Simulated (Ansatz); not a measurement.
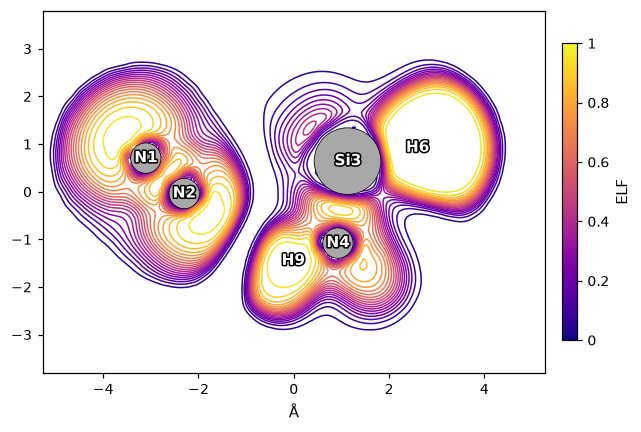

Figure 1: H5N3Si. ELF on the plane of atoms N4, Si3 and H6. Grey discs cover the atomic cores.

At this geometry the atoms fall into two loosely joined parts.

Level of theory: RKS PBE0-D4/def2-SVP (Ansatz).

Input

```
crystal:
  periodic: [false, false, false]
  atoms:
    - { symbol: "N", position_ang: [0.3845, 0.2546, -2.7853] }
    - { symbol: "N", position_ang: [-0.5727, -0.2837, -2.7887] }
    - { symbol: Si, position_ang: [0.6651, -0.242, 0.8006] }
    - { symbol: "N", position_ang: [-0.8584, 0.5623, 0.798] }
    - { symbol: H, position_ang: [1.3753, 0.2872, -0.3635] }
    - { symbol: H, position_ang: [1.2866, 0.1252, 2.07] }
    - { symbol: H, position_ang: [0.5957, -1.7082, 0.6905] }
    - { symbol: H, position_ang: [-1.448, 0.4785, 1.6105] }
    - { symbol: H, position_ang: [-1.428, 0.5262, -0.0322] }
basis:
  gaussian: { orbitals: def2-SVP }
hamiltonian:
  xc: pbe0
  dispersion: d4
relax:
  f_tol: 0.02
  max_steps: 40
output:
  orbitals: {}
```

Run with:

```sh
ansatz run input.yaml --threads 2 --pin off --max-ram 3072MiB --backend cpu --events-out ev --progress --plain --runs-dir out
```

The fields are those of the run's last geometry, not of the input's.

### Interpret the plot.

- Atoms in the plane: N, Si and H.
- N–N (1.10 Å): the ELF peaks at about 0.85 between the atoms; a short, multiple covalent bond.
- Si–N (1.73 Å): the ELF peaks at about 0.90 between the atoms; a polar covalent bond.
- N–H (1.01 Å): the ELF climbs to about 1 towards the hydrogen, as it does in any bond to H; an ordinary covalent bond to hydrogen.
- Si–H (1.49 Å): the ELF climbs to about 1 towards the hydrogen.
- The ELF also peaks beside N1, away from the bonds: lone-pair regions.
